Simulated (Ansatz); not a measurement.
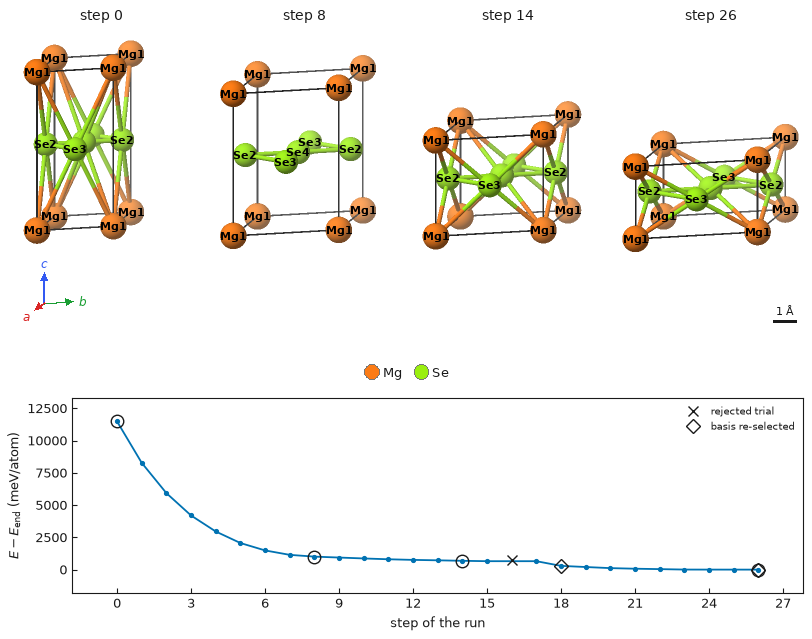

Frames of a relaxation of crystalline MgSe3 (a generated structure, set up in P6/mmm) (coarse preliminary run), marked on the history of the run. Style: ball-and-stick. Shown: the cell of the calculation, slightly off an axis.

Method: DFT PBE, scalar-relativistic, plane waves, PAW in Ansatz. (plane-wave cutoff 420 eV; k-point mesh 6 × 6 × 4; occupations gaussian; smearing width 0.1 eV; no spin polarisation; cell and atoms relaxed; force threshold 0.04 eV/Å; at most 70 steps)

Question: What happens along the run?

Answer: No atom moves by more than 0.005 Å relative to the cell. The drawn cell changes as follows: a = b 3.527 → 5.630 Å (+59.6 %), c 7.095 → 3.240 Å (−54.3 %); the volume changes by +16.4 %. Near-neighbour distances that change, for instance: Se2–Se2 7.095 → 3.240 Å, Se2–Se3 3.054 → 4.876 Å, Se2–Se3 (another image) 1.763 → 2.815 Å, Mg1–Se2 3.962 → 3.248 Å. The space group stays P6/mmm (No. 191). After 23 accepted moves (26 points after the start) the energy has fallen by 11482 meV per atom. All forces vanish by symmetry, so only the cell relaxes. The pressure goes from 212.97 to 0.17 GPa. The line search rejected the trial step at point 16 of the run. At 2 points the geometry stayed and the basis and grid were re-selected for the new cell (energy shift of 362 meV per atom at most each time). Cost: 3.2 min on 1 thread of Arm Neoverse N1, with other jobs on the host, peak memory 0.35 GiB. From step 0 to 8: volume +70.8 %, energy −10474 meV per atom. From step 8 to 14: volume −29.9 %, energy −324 meV per atom. From step 14 to 26: volume −2.8 %, energy −683 meV per atom.

```tsv
step	E − E(0), meV/atom	pressure, GPa	volume, Å³/atom	note
0	0.00	212.97	19.105	
1	-3207.48	148.57	21.003	
2	-5552.72	103.98	22.984	
3	-7286.49	71.14	24.973	
4	-8525.28	50.17	27.091	
5	-9419.79	31.80	29.114	
6	-9993.17	18.61	31.189	
7	-10336.97	7.21	32.719	
8	-10474.48	0.41	32.628	
9	-10545.56	-1.26	31.322	
10	-10616.07	-1.80	29.755	
11	-10679.41	-1.97	28.113	
12	-10727.78	-1.25	26.327	
13	-10760.06	0.15	24.544	
14	-10798.47	0.92	22.884	
15	-10827.91	1.10	21.262	
16	-10732.93	-13.96	23.378	rejected
17	-10828.53	0.04	21.257	
18	-11190.68	15.08	21.257	same geometry, new basis
19	-11279.55	10.89	21.937	
20	-11365.33	5.56	23.167	
21	-11410.96	1.36	24.261	
22	-11442.47	-0.25	24.007	
23	-11476.99	-0.19	22.590	
24	-11479.59	-0.15	22.471	
25	-11480.94	0.09	22.235	
26	-11481.63	0.17	22.235	same geometry, new basis
```
